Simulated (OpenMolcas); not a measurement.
# P2H4 (diphosphine): a chain of runs

Aim: the energy (HF/ANO-R0), then a single-point energy (CASSCF(2,2)/ANO-R1), then an energy scan (CASPT2(2,2)/ANO-R1), then the energy along one coordinate (SC-NEVPT2(2,2)/ANO-R1), then an energy scan (MC-PDFT[tPBE](2,2)/ANO-R1) of P2H4 (diphosphine). 

Program for the calculation: OpenMolcas 26.06.

## 1. The molecule

P2H4: 6 atoms, total charge 0, spin state singlet. As SMILES, `PP`. The shape is that of a PBE0-D4/def2-TZVP optimisation. This is one conformer, not always the lowest.

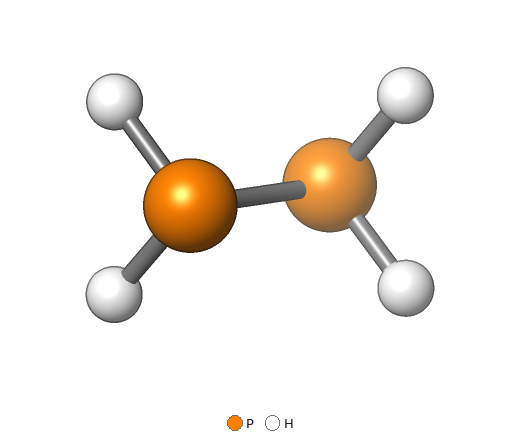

The structure, seen from a chosen angle (phosphorus orange, hydrogen white).

## 2. A single-point energy at HF/ANO-R0 (sfX2C) (run 1)

The input, geom.xyz:

```xyz
6

P      0.365100    -1.048800    -0.082300
P     -0.365200     1.049100     0.078100
H     -0.497000    -1.521600     0.945000
H     -0.572100    -1.392900    -1.094900
H      0.502800     1.524600    -0.942900
H      0.566400     1.389600     1.097000
```

The input, step1.input:

```
&GATEWAY
Coord=geom.xyz
Basis=ANO-R0
Group=NoSym
&SEWARD
&SCF
PrOrbitals=0
&LOCALISATION
Occupied
Freeze
Pipek-Mezey
&LOCALISATION
FileOrb=$Project.LocOrb
Virtual
Pipek-Mezey
```

Started as:

```console
$ export MOLCAS_MEM=1860
$ pymolcas step1.input > step1.log
```

Standard output:

```text
--- Start Module: gateway ---
[...]
--- Stop Module: gateway /rc=_RC_ALL_IS_WELL_ ---
[...]
      Basis functions           22
[...]
       Convergence after   8 Iterations
[...]
::    Total SCF energy                               -684.9776622928
[...]
      Total spin, S                                     0.0000000000
[...]
      Total electronic charge=   34.000000
      Total            charge=   -0.000000
[...]
      Dipole Moment (debye):
      Origin of the operator (angstrom)=   -0.0000    0.0001   -0.0019
                   X=  2.4370E-04               Y= -1.3813E-04               Z=  2.8979E-03           Total=  2.9115E-03
      Quadrupole Moment (debye*angstrom):
[...]
--- Start Module: localisation ---
[...]
--- Stop Module: localisation /rc=_RC_ALL_IS_WELL_ ---
--- Start Module: localisation ---
[...]
--- Stop Module: localisation /rc=_RC_ALL_IS_WELL_ ---
[...]
```

It took 1.8 s on 1 thread of Intel Xeon 6975P-C (Granite Rapids), shared host; peak memory 0.38 GiB.

## 3. The energy at CASSCF(2,2)/ANO-R1 (sfX2C) (run 2)

geom.xyz is that of step 2.

The input, step2.input:

```
&GATEWAY
 COORD=geom.xyz
 BASIS=ANO-R0
 GROUP=NoSym

&SEWARD

&RASSCF
 FILEORB=$CurrDir/step1.LocOrb
 ALTER=1
 1 15 17
 SPIN=1
 NACTEL=2 0 0
 INACTIVE=16
 RAS2=2
 ORBLISTING=Nothing
>>> COPY $Project.RunFile RUNFIL1
>>> COPY $Project.RasOrb INPORB

&GATEWAY
 COORD=geom.xyz
 BASIS=ANO-R1
 GROUP=NoSym

&SEWARD
>>> COPY $Project.RunFile RUNFIL2

&EXPBAS

&RASSCF
 FILEORB=$Project.ExpOrb
 SPIN=1
 NACTEL=2 0 0
 INACTIVE=16
 RAS2=2
 ORBLISTING=Nothing
 ORBAPPEAR=Compact
```

Started as:

```console
$ export MOLCAS_MEM=1860
$ pymolcas step2.input > step2.log
```

Standard output:

```text
--- Start Module: gateway ---
[...]
      Basis functions           22
[...]
      Number of active orbitals                  2
[...]
      Spin quantum number                      0.0
[...]
      Active orbitals                            2
[...]
      Number of CSFs                             3
[...]
      Number of root(s) required                 1
[...]
      Convergence after 14 iterations
[...]
      printout of CI-coefficients larger than  0.05 for root  1
      energy=    -684.986792
      conf/sym  11     Coeff  Weight
             1  20   0.99440 0.98882
             3  02  -0.10571 0.01118
      Natural orbitals and occupation numbers for root  1
      sym 1:   1.977650   0.022350
      ************************************************************************************************************************
      *                                                    Final results                                                     *
[...]
::    RASSCF root number  1 Total energy:   -684.98679245
[...]
      Basis functions           56
[...]
      Convergence after 15 iterations
[...]
      Natural orbitals and occupation numbers for root  1
      sym 1:   1.979263   0.020737
      ************************************************************************************************************************
      *                                                    Final results                                                     *
[...]
::    RASSCF root number  1 Total energy:   -685.46798997
[...]
      Total electronic charge=   34.000000
      Total            charge=   -0.000000
[...]
      Dipole Moment (debye):
      Origin of the operator (angstrom)=   -0.0000    0.0001   -0.0019
                   X= -1.9133E-02               Y= -2.5808E-02               Z=  3.0531E-02           Total=  4.4320E-02
      Quadrupole Moment (debye*angstrom):
[...]
```

It took 5.7 s on 1 thread of Intel Xeon 6975P-C (Granite Rapids), shared host; peak memory 0.41 GiB.

## 4. An energy scan at CASPT2(2,2)/ANO-R1 (sfX2C, ipea shift 0.25 Eh, pt2 variant SS) (run 3)

The input, step3.input:

```
>>> EXPORT MOLCAS_PRINT=2
>>> COPY $CurrDir/step2.RasOrb $Project.RasOrb
>>> ForEach K in (1, 2, 3, 4, 5, 6, 7, 8, 9)

&GATEWAY
  COORD = $CurrDir/point$K.xyz
  BASIS = ANO-R1
  GROUP = NoSym

&SEWARD

&RASSCF
  FILEORB = $Project.RasOrb
  SPIN = 1
  NACTEL = 2 0 0
  INACTIVE = 16
  RAS2 = 2
  ORBLISTING = Nothing
  ORBAPPEAR = Compact

&CASPT2
  IMAGINARY = 0.2
  FROZEN = 10
>>> EndDo
```

Started as:

```console
$ export MOLCAS_MEM=1860
$ pymolcas step3.input > step3.log
```

Standard output:

```text
[...]
      Basis functions           56
[...]
      Number of active orbitals                  2
[...]
      Spin quantum number                      0.0
[...]
      Active orbitals                            2
[...]
      Number of CSFs                             3
[...]
      Number of root(s) required                 1
[...]
      Convergence after 11 iterations
[...]
      printout of CI-coefficients larger than  0.05 for root  1
      energy=    -685.456451
      conf/sym  11     Coeff  Weight
             1  20   0.99655 0.99311
             3  02  -0.08301 0.00689
      Natural orbitals and occupation numbers for root  1
      sym 1:   1.986218   0.013782
      ************************************************************************************************************************
      *                                                    Final results                                                     *
[...]
::    RASSCF root number  1 Total energy:   -685.45645057
[...]
::    CASPT2 Root  1     Total energy:   -685.69085664
[...]
      Convergence after 12 iterations
[...]
      Natural orbitals and occupation numbers for root  1
      sym 1:   1.979263   0.020737
      ************************************************************************************************************************
      *                                                    Final results                                                     *
[...]
      Convergence after 13 iterations
[...]
      Convergence after 13 iterations
[...]
      Convergence after 12 iterations
[...]
::    RASSCF root number  1 Total energy:   -685.34979381
[...]
::    CASPT2 Root  1     Total energy:   -685.57547586
[...]
      Convergence after 12 iterations
[...]
::    RASSCF root number  1 Total energy:   -685.34700256
[...]
      Reference weight:           0.89790
[...]
::    CASPT2 Root  1     Total energy:   -685.57217738
[...]
```

Run time: 35 s. Hardware: 1 thread of Intel Xeon 6975P-C (Granite Rapids), shared host; peak memory 0.41 GiB.

The scan, from its lowest point:

```
H3–P1 (Å)  energy (kJ/mol)
    1.280             27.8
    1.422              0.0
    1.564             14.8
    1.778             71.3
    2.062            157.8
    2.417            243.6
    2.844            302.1
    3.413            330.7
    4.266            339.4
```

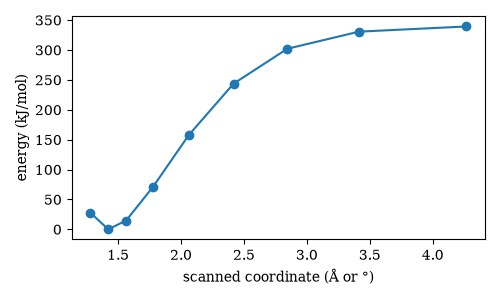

Energy along the scan.

## 5. An energy scan at SC-NEVPT2(2,2)/ANO-R1 (sfX2C, pt2 variant SC-NEVPT2) (run 4)

The input, step4.input:

```
>>> EXPORT MOLCAS_PRINT=2
>>> COPY $CurrDir/step2.RasOrb $Project.RasOrb
>>> ForEach K in (1, 2, 3, 4, 5, 6, 7, 8, 9)

&GATEWAY
 Coord=$CurrDir/point$K.xyz
 Basis=ANO-R1
 Group=NoSym

&SEWARD

&RASSCF
 FileOrb=$Project.RasOrb
 Spin=1
 Nactel=2 0 0
 Inactive=16
 Ras2=2
 OrbListing=Nothing
 OrbAppear=Compact

&CASPT2
 SC-NEVPT2
 Frozen=10
>>> EndDo
```

Started as:

```console
$ export MOLCAS_MEM=1860
$ pymolcas step4.input > step4.log
```

Standard output:

```text
--- Start Module: gateway ---
[...]
      Basis functions           56
[...]
      Number of active orbitals                  2
[...]
      Spin quantum number                      0.0
[...]
      Active orbitals                            2
[...]
      Number of CSFs                             3
[...]
      Number of root(s) required                 1
[...]
      Convergence after 11 iterations
[...]
      printout of CI-coefficients larger than  0.05 for root  1
      energy=    -685.456451
      conf/sym  11     Coeff  Weight
             1  20   0.99655 0.99311
             3  02  -0.08301 0.00689
      Natural orbitals and occupation numbers for root  1
      sym 1:   1.986218   0.013782
      ************************************************************************************************************************
      *                                                    Final results                                                     *
[...]
::    RASSCF root number  1 Total energy:   -685.45645057
[...]
::    SC-NEVPT2 Root  1     Total energy:   -685.68490232
[...]
      Convergence after 12 iterations
[...]
      Natural orbitals and occupation numbers for root  1
      sym 1:   1.979263   0.020737
      ************************************************************************************************************************
      *                                                    Final results                                                     *
[...]
      Convergence after 13 iterations
[...]
      Convergence after 13 iterations
[...]
      Convergence after 12 iterations
[...]
::    RASSCF root number  1 Total energy:   -685.34979381
[...]
::    SC-NEVPT2 Root  1     Total energy:   -685.57466915
[...]
      Convergence after 12 iterations
[...]
::    RASSCF root number  1 Total energy:   -685.34700256
[...]
::    SC-NEVPT2 Root  1     Total energy:   -685.57150760
[...]
```

Wall time 36 s (1 thread of Intel Xeon 6975P-C (Granite Rapids), shared host); peak memory 0.41 GiB.

The scan, from its lowest point:

```
H3–P1 (Å)  energy (kJ/mol)
    1.280             30.7
    1.422              0.0
    1.564             12.5
    1.778             66.1
    2.062            150.3
    2.417            234.6
    2.844            292.3
    3.413            320.1
    4.266            328.4
```

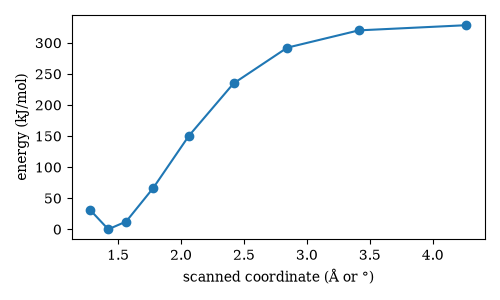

Energy along the scan.

## 6. The energy along one coordinate at MC-PDFT[tPBE](2,2)/ANO-R1 (sfX2C) (run 5)

The input, step5.input:

```
* H4P2 MC-PDFT
>>> EXPORT MOLCAS_PRINT=2
>>> COPY $CurrDir/step2.RasOrb $Project.RasOrb
>>> ForEach K in (1, 2, 3, 4, 5, 6, 7, 8, 9)

&GATEWAY
  Coord = $CurrDir/point$K.xyz
  Basis = ANO-R1
  Group = NoSym

&SEWARD

&RASSCF
  FileOrb = $Project.RasOrb
  Spin = 1
  Nactel = 2 0 0
  Inactive = 16
  Ras2 = 2
  OrbListing = Nothing
  OrbAppear = Compact

&MCPDFT
  KSDFT = T:PBE
>>> EndDo
```

Started as:

```console
$ export MOLCAS_MEM=1860
$ pymolcas step5.input > step5.log
```

Standard output:

```text
--- Start Module: gateway ---
[...]
      Basis functions           56
[...]
      Number of active orbitals                  2
[...]
      Spin quantum number                      0.0
[...]
      Active orbitals                            2
[...]
      Number of CSFs                             3
[...]
      Number of root(s) required                 1
[...]
      Convergence after 11 iterations
[...]
      printout of CI-coefficients larger than  0.05 for root  1
      energy=    -685.456451
      conf/sym  11     Coeff  Weight
             1  20   0.99655 0.99311
             3  02  -0.08301 0.00689
      Natural orbitals and occupation numbers for root  1
      sym 1:   1.986218   0.013782
      ************************************************************************************************************************
      *                                                    Final results                                                     *
[...]
::    RASSCF root number  1 Total energy:   -685.45645057
[...]
::    MCPDFT root number  1 Total energy:   -686.41651032
[...]
      Convergence after 12 iterations
[...]
      Natural orbitals and occupation numbers for root  1
      sym 1:   1.979263   0.020737
      ************************************************************************************************************************
      *                                                    Final results                                                     *
[...]
      Convergence after 13 iterations
[...]
      Convergence after 13 iterations
[...]
      Convergence after 12 iterations
[...]
::    RASSCF root number  1 Total energy:   -685.34979381
[...]
::    MCPDFT root number  1 Total energy:   -686.29644299
[...]
      Convergence after 12 iterations
[...]
::    RASSCF root number  1 Total energy:   -685.34700256
[...]
::    MCPDFT root number  1 Total energy:   -686.29350449
[...]
```

Wall time 39 s (1 thread of Intel Xeon 6975P-C (Granite Rapids), shared host); peak memory 0.41 GiB.

The scan, from its lowest point:

```
H3–P1 (Å)  energy (kJ/mol)
    1.280             30.2
    1.422              0.0
    1.564             12.4
    1.778             66.6
    2.062            153.6
    2.417            245.5
    2.844            312.8
    3.413            345.5
    4.266            353.2
```

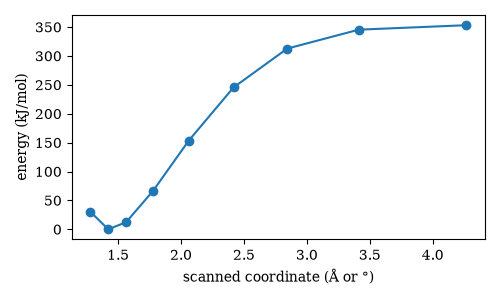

Energy along the scan.

## 7. What came out

| quantity | value |
| --- | --- |
| run 1, HF/ANO-R0: total energy | -684.97766 Eh |
| run 1, HF/ANO-R0: dipole moment | 0.00 D |
| run 1, HF/ANO-R0: HOMO energy | -10.22 eV |
| run 1, HF/ANO-R0: LUMO energy | 2.96 eV |
| run 1, HF/ANO-R0: HOMO–LUMO gap | 13.18 eV |
| run 2, CASSCF(2,2)/ANO-R1: total energy | -685.46799 Eh |
| run 2, CASSCF(2,2)/ANO-R1: dipole moment (CASSCF density) | 0.04 D |
| run 3, CASPT2(2,2)/ANO-R1: lowest energy of the scan | -685.70144 Eh |
| run 4, SC-NEVPT2(2,2)/ANO-R1: lowest energy of the scan | -685.69658 Eh |
| run 5, MC-PDFT[tPBE](2,2)/ANO-R1: lowest energy of the scan | -686.42803 Eh |

In words: The shape has a centre of inversion, so the dipole (run 2, CASSCF(2,2)/ANO-R1) should vanish: the solution has broken the symmetry.
